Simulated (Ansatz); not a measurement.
## Electronic structure of P$_{2}$ (SMILES P#[P+]) (charge +1, doublet) in real space

The calculation's input:

```
crystal:
  periodic: [false, false, false]
  atoms:
    - {symbol: P, position_ang: [-0.835142, 0.299211, -0.422965]}
    - {symbol: P, position_ang: [0.835142, -0.299211, 0.422965]}
basis:
  gaussian: {orbitals: def2-TZVPP}
total_charge: 1
magnetization: {spin_polarized: true, initial_magnetization: 1}
hamiltonian: {xc: pbe0, dispersion: d4}
output: {orbitals: {seedname: orbitals}}
```

Command:

```sh
ansatz run in.yaml --threads 2 --pin off --events-out ev --progress --plain --max-ram 32768MiB --backend cpu
```

Geometry: PBE0-D4/def2-TZVP.

Method: UKS PBE0-D4/def2-TZVPP (Ansatz).

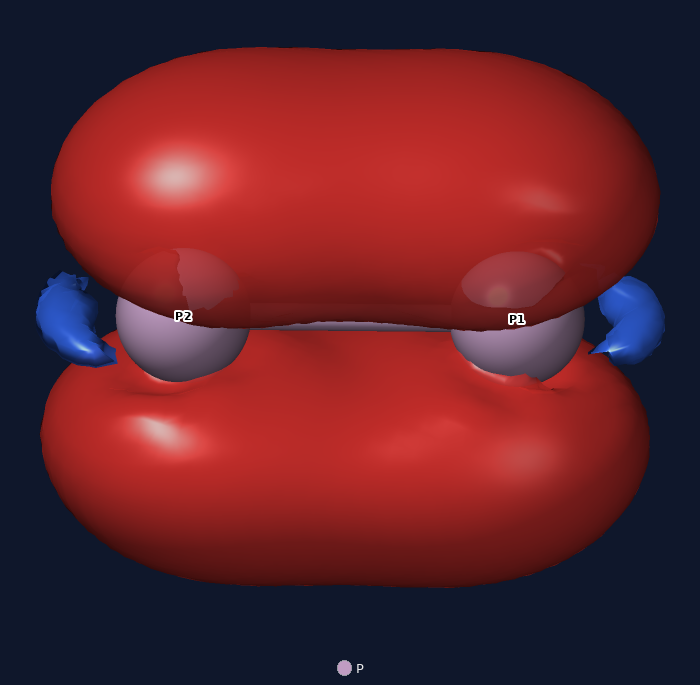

Figure 1. Isosurfaces of the spin density (α minus β) at +0.02 (red) and −0.02 e/Å³ (blue), seen from one side.

Where is the unpaired spin?

Answer. The unpaired spin (1 electron) lies mostly on P1 (about 0.5) and P2 (about 0.5), in electrons by Hirshfeld's partition.

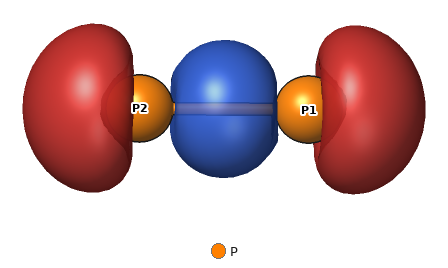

Figure 2. The HOMO−1 (α) at ±0.2 Å⁻³ᐟ² (red and blue are the two phases), seen from one side.

What is the character of this orbital?

Answer. Its weight (Hirshfeld) is mainly on P1 (about 50 %) and P2 (about 50 %); it is of σ type; it is gerade (even under inversion). Its energy is −15.56 eV.

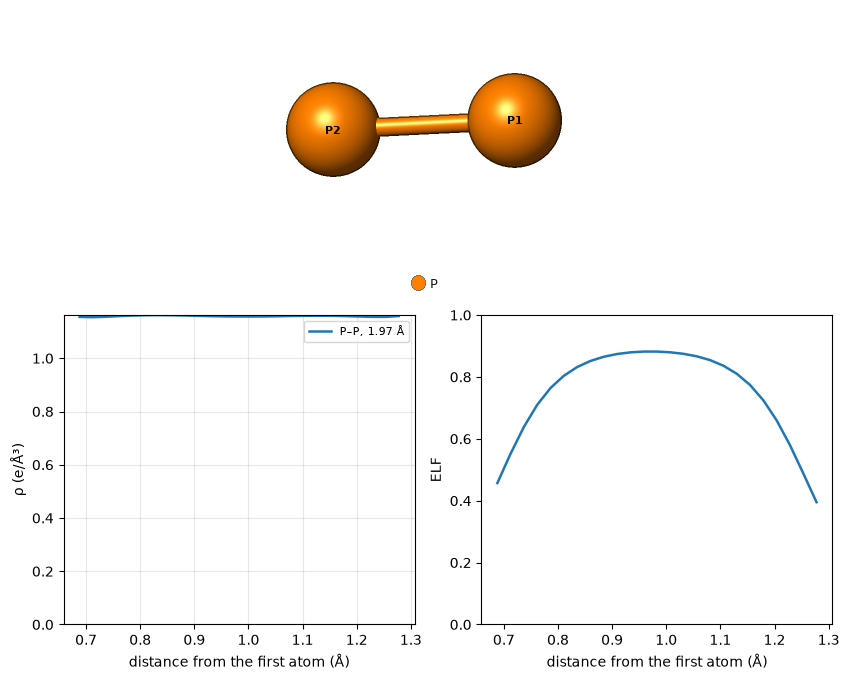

Figure 3. Electron density and ELF along straight lines between neighbouring atoms. The curves leave out the atomic cores. The structure is drawn too.

What kind of bonding do the profiles show?

Answer. P–P (1.97 Å): ρ is about 1.2 e/Å³ halfway; the ELF peaks at about 0.90 between the atoms; localised, covalent bonding.

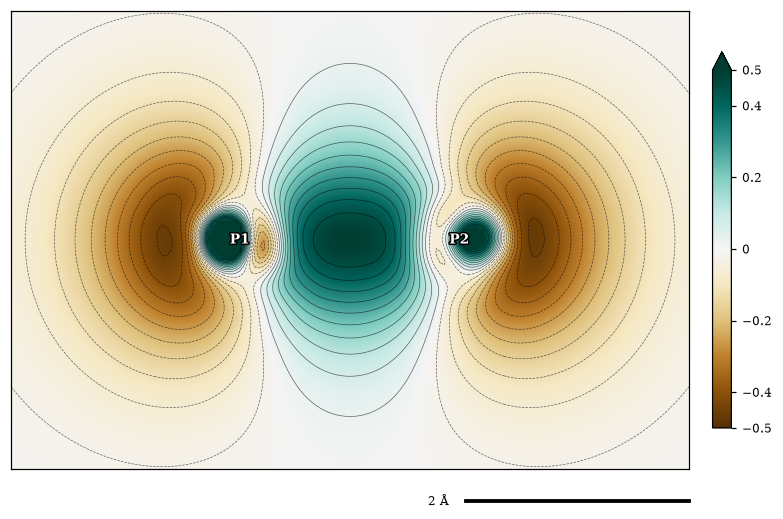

Figure 4. The HOMO−1 (β) on a plane that holds the molecular axis (values in Å⁻³ᐟ²; the overall sign is arbitrary).

What is the character of this orbital?

Answer. Its weight (Hirshfeld) is mainly on P1 (about 50 %) and P2 (about 50 %); it is of σ type; it is gerade (even under inversion). Its energy is −15.38 eV.
